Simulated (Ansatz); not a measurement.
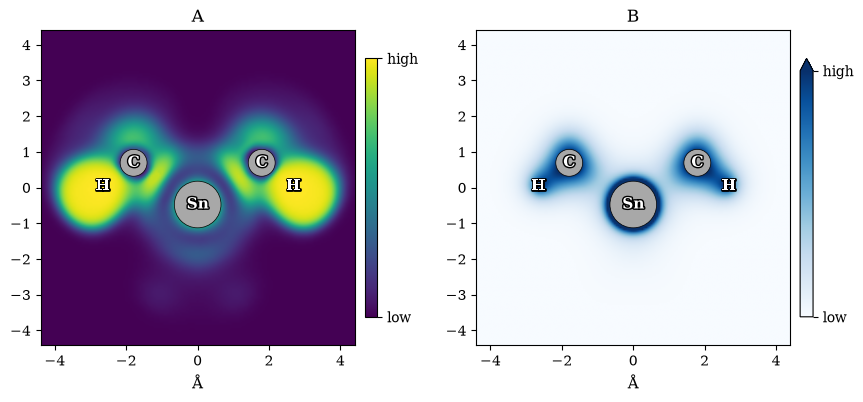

C3H9FSn (SMILES [CH3][Sn]([CH3])([CH3])[F]): 2 fields on the plane of atoms C1, Sn5 and C2, with unlabelled colour scales. Grey discs cover the atomic cores.

Geometry: PBE0-D3(BJ)/def2-SVP; core potentials replace the inner electrons of Sn.

Theory: Ansatz, isolated molecule in a Gaussian basis; Kohn-Sham density functional theory, functional PBE0.

```xyz
14

C    -1.6841    1.6621   -1.3907
C     0.4341    0.3147    1.1729
C     1.5088    0.2689   -2.2503
F    -0.9735   -1.4934   -1.1254
Sn   -0.1429    0.2637   -0.8882
H    -2.5464    1.5218   -0.7242
H    -2.0049    1.5060   -2.4301
H    -1.3132    2.6920   -1.2826
H     0.9173    1.2742    1.4089
H     1.1397   -0.5011    1.3829
H    -0.4524    0.1954    1.8112
H     2.2016   -0.5464   -1.9993
H     1.1453    0.1272   -3.2776
H     2.0476    1.2260   -2.1911
```

Q: Match the panels to the quantities (electron density and electron localisation function).

A: Panel A: electron localisation function. Panel B: electron density. From the grid: C–Sn (2.14 Å): ρ is about 0.7 e/Å³ halfway; the ELF peaks at about 0.90 in the valence shell of C, 0.6 Å from its nucleus, and drops to about 0.20 between the two atoms. C–H (1.10 Å): ρ is about 1.9 e/Å³ halfway; the ELF climbs to about 1 towards the hydrogen, as it does in any bond to H (an ordinary covalent bond to hydrogen).
